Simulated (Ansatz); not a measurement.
# C2H6N2 (SMILES N=CCN): what the fields show

The calculation's input:

```
crystal:
  periodic: [false, false, false]
  atoms:
    - {symbol: N, position_ang: [-1.048995, 0.962270, -0.710130]}
    - {symbol: C, position_ang: [-0.936409, -0.063282, 0.018719]}
    - {symbol: C, position_ang: [0.407170, -0.595116, 0.425932]}
    - {symbol: N, position_ang: [1.562665, 0.122906, -0.051457]}
    - {symbol: H, position_ang: [-2.027332, 1.181787, -0.888127]}
    - {symbol: H, position_ang: [-1.798729, -0.630009, 0.400154]}
    - {symbol: H, position_ang: [0.431183, -0.642858, 1.522495]}
    - {symbol: H, position_ang: [0.465457, -1.642378, 0.101502]}
    - {symbol: H, position_ang: [1.498241, 1.089556, 0.248069]}
    - {symbol: H, position_ang: [1.529946, 0.166023, -1.064056]}
basis:
  gaussian: {orbitals: def2-TZVPP}
hamiltonian: {xc: pbe0, dispersion: d4}
output: {orbitals: {seedname: orbitals}}
```

Launched as:

```sh
ansatz run in.yaml --threads 2 --pin off --events-out ev --progress --plain --max-ram 4352MiB
```

Geometry: PBE0-D4/def2-TZVP.

Computed with Ansatz 0.2.0, RKS PBE0-D4/def2-TZVPP.

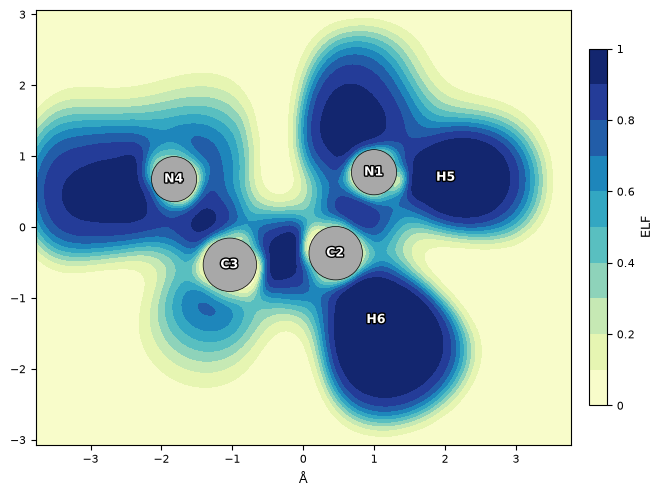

Figure 1. Electron localisation function on the plane of atoms C3, C2 and H6. Grey discs cover the atomic cores.

What does the map show?

Answer. The plane passes through N, C and H nuclei.
C–N (1.26 Å): the ELF peaks at about 0.90 between the atoms (a short, multiple covalent bond).
C–C (1.50 Å): the ELF peaks at about 0.95 between the atoms (a covalent bond).
N–H (1.02 Å): the ELF climbs to about 1 towards the hydrogen, as it does in any bond to H (an ordinary covalent bond to hydrogen).
C–N (1.44 Å): the ELF peaks at about 0.95 between the atoms (a covalent bond).
C–H (1.10 Å): the ELF climbs to about 1 towards the hydrogen (a covalent bond by its length).
The ELF also peaks beside N4 and N1, away from the bonds: lone-pair regions.

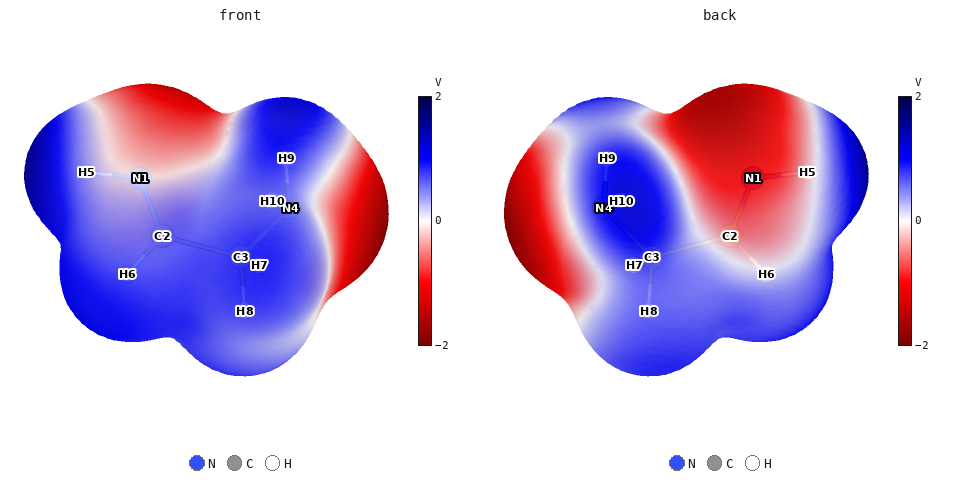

Figure 2. The molecular electrostatic potential painted on the density surface at 0.002 e/bohr³, seen from the front and from behind; the colour scale runs from red (negative) to blue (positive).

Which sites attract a positive test charge, and which a negative one?

Answer. A positive charge is drawn to the negative regions and a negative charge to the positive ones. The most negative region (about −1.9 V) lies over N4, the most positive (about +1.5 V) over H5. N4 is the likeliest acceptor of a hydrogen bond.

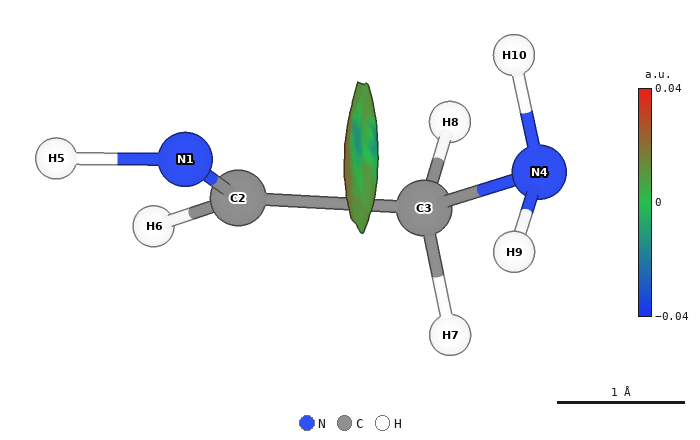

Figure 3. Non-covalent interaction (NCI) plot: the surface where the reduced density gradient is 0.6, for densities under 0.05 a.u., coloured by sign(λ₂)ρ; seen from one side.

Which non-covalent interactions does the plot reveal?

Answer. H9···N1 (2.7 Å) and H10···N1 (2.7 Å): weak, bent hydrogen bonding (blue-green, mildly attractive).
